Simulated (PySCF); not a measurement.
Cl2···C2H6S (SMILES ClCl.CSC)

```xyz
11

Cl    1.2036    1.1903    0.0224
Cl   -0.6443    0.2100    0.6825
C     2.3100    3.8786   -1.3741
S     3.2531    2.5322   -0.6423
C     3.5480    3.1988    1.0023
H     2.9257    4.7866   -1.4321
H     1.4012    4.0615   -0.7857
H     2.0278    3.5612   -2.3851
H     4.1165    2.4437    1.5588
H     2.5914    3.3799    1.5105
H     4.1351    4.1247    0.9368
```

Geometry: PBE0-D3(BJ)/def2-SVPD.

All numbers below come from wB97M-D3(BJ)/def2-SVPD, SCF density, gas phase (PySCF).

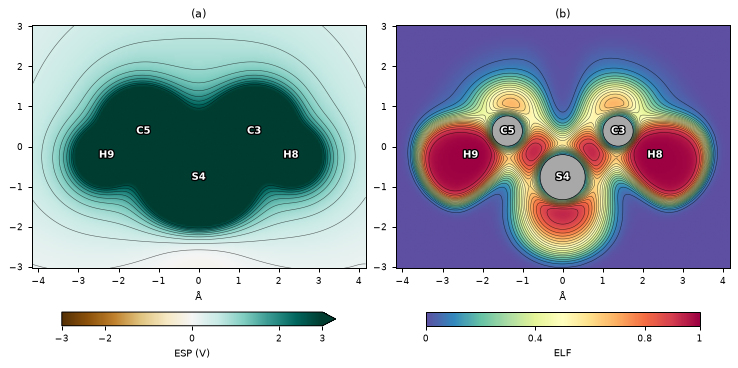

Figure 1. (a) molecular electrostatic potential; (b) ELF on the plane of atoms C3, S4 and C5. Grey discs cover the atomic cores in the ELF map.

Interpret the plot.

Atoms in the plane: C, S and H.
C–S (1.80 Å): the ELF peaks at about 0.95 between the atoms; localised, covalent bonding.
C–H (1.10 Å): the ELF climbs to about 1 towards the hydrogen, as it does in any bond to H (a covalent bond by its length).
The ELF also peaks beside S4, away from the bonds: lone-pair regions.
The potential has no marked negative region in this plane.

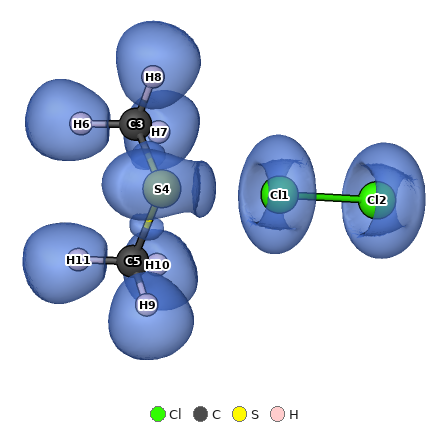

Figure 2. Isosurface of the ELF at 0.85 (blue), seen across its widest extent. Only the valence region is drawn (cores and ρ < 0.01 e/Å³ removed).

What do the ELF domains correspond to?

At this value the surface marks out two regions between bonded C–S atoms (shared pairs), six regions around hydrogen nuclei, one lobe on S, pointing away from the bonds (lone pairs, which may merge into one lobe) and two regions wrapped around Cl (its lone pairs, merged into a ring or cap). Profiles from the grid: S4···Cl1 (2.54 Å): the ELF peaks at about 0.90 in the valence shell of S, 0.9 Å from its nucleus, and is about 0.40 at the midpoint.

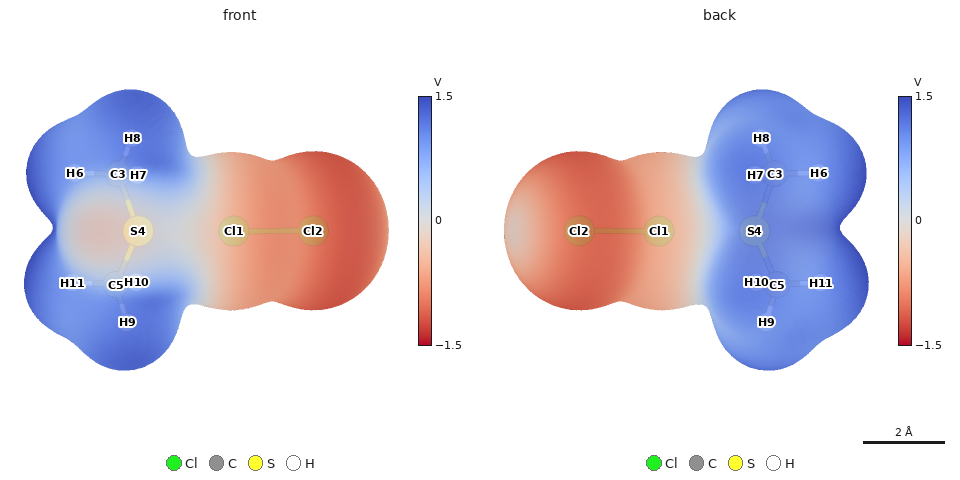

Figure 3. The electrostatic potential painted on the density surface at 0.002 e/bohr³, seen from the front and from behind; the colour scale runs from red (negative) to blue (positive).

Which sites attract a positive test charge, and which a negative one?

A positive charge is drawn to the negative regions and a negative charge to the positive ones. The most negative region (about −1.2 V) lies over Cl2, the most positive (about +1.4 V) over H6 and H11.

What dipole moment does the calculation give?

Its dipole moment is 5.57 D.
